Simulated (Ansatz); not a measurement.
## Mg2Ge: Mg vacancy

Consider a 24-atom supercell of Mg$_{2}$Ge in the anti-fluorite structure (space group Fm-3m, No. 225; a = 6.364 Å) at its relaxed geometry.

Now apply this change: one Mg atom is removed, atoms relaxed at fixed cell, starting from a slightly rattled geometry.

Method: PBEsol, PAW, 420 eV (Ansatz, a first-principles code; scalar-relativistic without spin-orbit coupling). k-mesh 5×5×5 (Γ-centred); smearing 0.05 eV (Fermi–Dirac).

The pressure goes from zero to -0.3 GPa and the gap of the supercell changes from 0.08 eV to zero. The largest displacement of a host atom from its site in the perfect cell comes out as 0.12 Å and the mean distance from the defect site to its nearest host atoms goes up by 0.03 Å, from 2.76 Å to 2.79 Å.

Final structure:

```yaml
crystal:
  lattice:
    - [0.00000, 6.36443, 6.36443]
    - [6.36443, 0.00000, 6.36443]
    - [6.36443, 6.36443, 0.00000]
  atoms:
    - { symbol: Ge, position: [0.99787, 0.99904, 0.99806] }
    - { symbol: Ge, position: [0.99800, 0.99898, 0.50342] }
    - { symbol: Ge, position: [0.99792, 0.50446, 0.99796] }
    - { symbol: Ge, position: [0.99784, 0.50083, 0.49981] }
    - { symbol: Ge, position: [0.50338, 0.99905, 0.99801] }
    - { symbol: Ge, position: [0.49989, 0.99865, 0.49997] }
    - { symbol: Ge, position: [0.49989, 0.50094, 0.99766] }
    - { symbol: Ge, position: [0.49991, 0.50085, 0.49995] }
    - { symbol: Mg, position: [0.12278, 0.12381, 0.62583] }
    - { symbol: Mg, position: [0.12284, 0.62691, 0.12271] }
    - { symbol: Mg, position: [0.12281, 0.62691, 0.62584] }
    - { symbol: Mg, position: [0.62574, 0.12386, 0.12294] }
    - { symbol: Mg, position: [0.62594, 0.12375, 0.62593] }
    - { symbol: Mg, position: [0.62579, 0.62698, 0.12289] }
    - { symbol: Mg, position: [0.62437, 0.62531, 0.62431] }
    - { symbol: Mg, position: [0.37454, 0.37530, 0.37420] }
    - { symbol: Mg, position: [0.36458, 0.36568, 0.88408] }
    - { symbol: Mg, position: [0.36471, 0.88501, 0.36470] }
    - { symbol: Mg, position: [0.36456, 0.88507, 0.88402] }
    - { symbol: Mg, position: [0.88403, 0.36570, 0.36462] }
    - { symbol: Mg, position: [0.88400, 0.36571, 0.88395] }
    - { symbol: Mg, position: [0.88403, 0.88481, 0.36479] }
    - { symbol: Mg, position: [0.87435, 0.87531, 0.87441] }
```

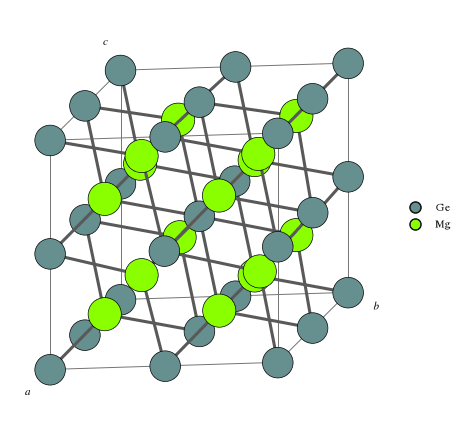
*The relaxed cell after the change*

In so small a cell the defect repeats every few ångströms: this is an ordered compound, not a dilute defect. The final runs are not spin-polarised. The defect cell is not spin-polarised. The zero or small gap of Mg2Ge can change with the level of theory.
